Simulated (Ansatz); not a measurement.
# H$_{5}$N$_{3}$Si···H···H: what the fields show

The calculation's input:

```
crystal:
  periodic: [false, false, false]
  atoms:
    - {symbol: Si, position_ang: [0.043961, 0.135247, -0.110593]}
    - {symbol: H, position_ang: [0.336282, -1.439376, -0.952532]}
    - {symbol: N, position_ang: [0.584696, 0.734224, -1.510578]}
    - {symbol: H, position_ang: [0.568726, -0.762243, -1.533559]}
    - {symbol: N, position_ang: [0.957986, 0.003237, 1.301917]}
    - {symbol: N, position_ang: [-1.579959, 0.045431, 0.339920]}
    - {symbol: H, position_ang: [0.740819, 1.659112, -1.873388]}
    - {symbol: H, position_ang: [1.960821, 0.061212, 1.264107]}
    - {symbol: H, position_ang: [0.613875, -0.304781, 2.194997]}
    - {symbol: H, position_ang: [-1.923305, -0.266821, 1.231796]}
    - {symbol: H, position_ang: [-2.303902, 0.134758, -0.352186]}
basis:
  gaussian: {orbitals: def2-TZVPP}
hamiltonian: {xc: pbe0, dispersion: d4}
output: {orbitals: {seedname: orbitals}}
```

Run with:

```sh
ansatz run in.yaml --threads 4 --pin off --events-out ev --progress --plain --max-ram 9574MiB
```

A transition-state structure; geometry: PBE0-D4/def2-TZVP.

Method: RKS PBE0-D4/def2-TZVPP in Ansatz.

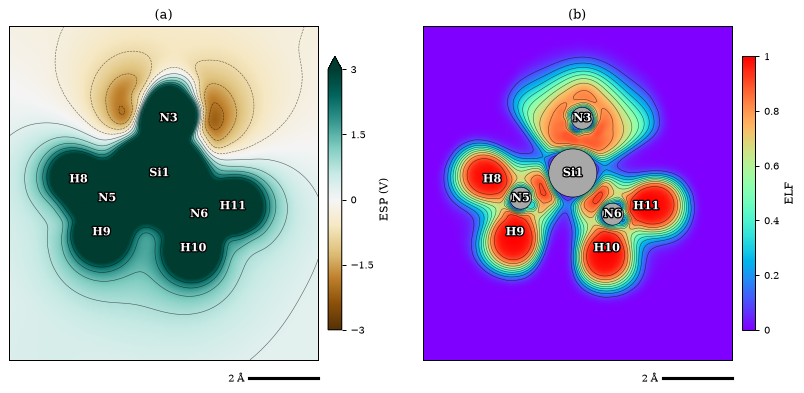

Figure 1. (a) molecular electrostatic potential; (b) ELF on the plane of atoms H10, N6 and H11. Grey discs cover the atomic cores in the ELF map.

> What does the map show?

The section cuts through Si, N and H sites. Si–N (1.62 Å): the ELF peaks at about 0.85 between the atoms, as expected for a short, strongly polar bond. N–H (1.01 Å): the ELF climbs to about 1 towards the hydrogen, as it does in any bond to H; an ordinary covalent bond to hydrogen. Si–N (1.69 Å): the ELF peaks at about 0.90 between the atoms (a polar covalent bond). Outside the dense part of the complex the potential is most negative (−2.2 V) near N3.

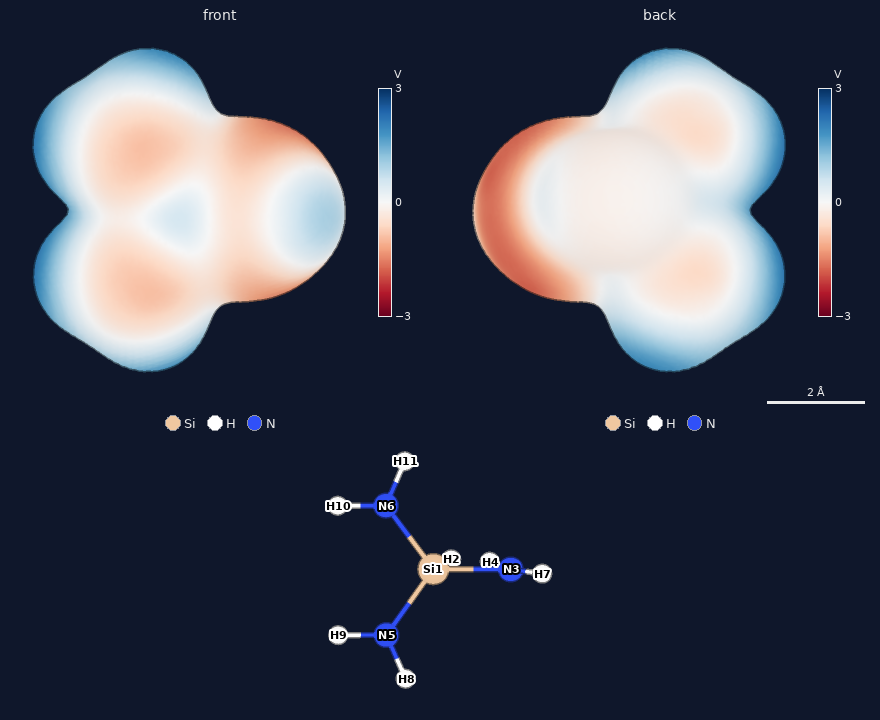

Figure 2. The electrostatic potential painted on the density surface at 0.002 e/bohr³, seen from the front and from behind; red is negative and blue positive. The bare structure is drawn below in the same view.

> Which sites attract a positive test charge, and which a negative one?

A positive charge is drawn to the negative regions and a negative charge to the positive ones. The most negative region (about −1.7 V) lies over N3, the most positive (about +2.1 V) over H9 and H10. N3 is the likeliest acceptor of a hydrogen bond.

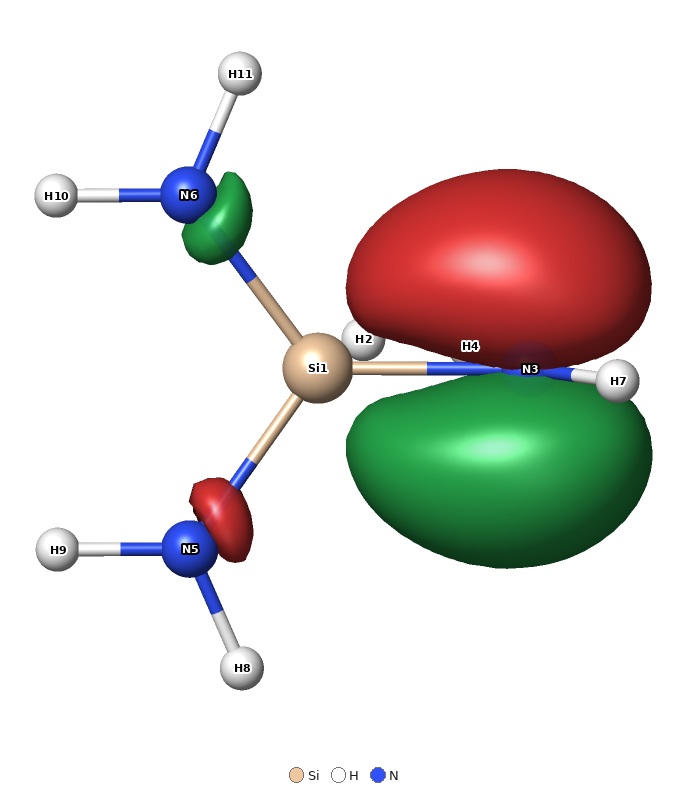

Figure 3. The HOMO at ±0.15 Å⁻³ᐟ² (green and red are the two phases), seen across its widest extent.

> Describe this orbital and give its energy.

It lies mainly on N3 (about 70 %) and Si1 (about 15 %); largely a lone pair of N3. Its energy is −6.52 eV.
